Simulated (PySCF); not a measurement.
BH6O3P, SMILES `OB(O)O.P`.

Computed with PySCF, PBE/def2-SVP, geometry: GFN2-xTB. The pair's geometry is semi-empirical, so its contact may be too short or too long. GFN2-xTB bond lengths at metals and heavier atoms can be off by up to 0.1 Å and shapes distorted, which carries into these values. Without diffuse functions Rydberg states are missing, so the states' numbers hold for this basis only.

Geometry (Å), atoms numbered from 1:

```
O1      -1.1202    1.3439    0.0799
B2      -1.2702   -0.0027    0.0364
O3      -0.1530   -0.7512    0.1874
O4      -2.4587   -0.6522   -0.1420
H5      -1.9077    1.8761   -0.0221
H6      -0.2969   -1.6958    0.1292
H7      -3.2467   -0.1226   -0.2491
P8       2.2939   -0.0866   -0.1200
H9       2.1238    0.0683    1.2440
H10      1.6077    1.0787   -0.4036
H11      3.5180    0.5846   -0.0833
```

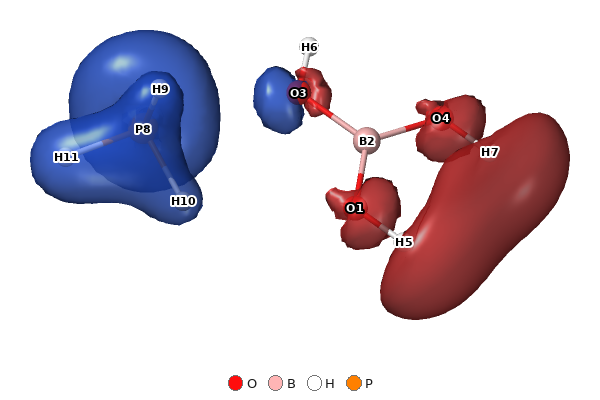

Unrelaxed difference density of S₁ less the ground state (TDA singlet states), ±0.02 e/Å³; red: gain, blue: loss.

### How does the charge move on excitation?

0.96 e is displaced in all, of which about 0.9 e passes between atoms: P8 (0.73 e) and H11 (0.08 e) lose electrons and H5 (0.27 e) and H7 (0.27 e) gain them. The state: 5.37 eV (231 nm), f = 0.011, charge transfer, whose energy this functional puts too low; the leading pair carries 100 %; hole on P8 (74 %), H11 (9 %) and O3 (6 %), electron on H5 and H7 (27 % each), O1 and O4 (12 % each) and B2 (12 %); their centroids lie 4.7 Å apart.

Cost of the run: 100 s on 1 thread of Intel(R) Xeon(R) Platinum 8175M CPU @ 2.50GHz (Skylake/Cascade Lake), with other jobs on the host, peak memory 0.56 GiB.
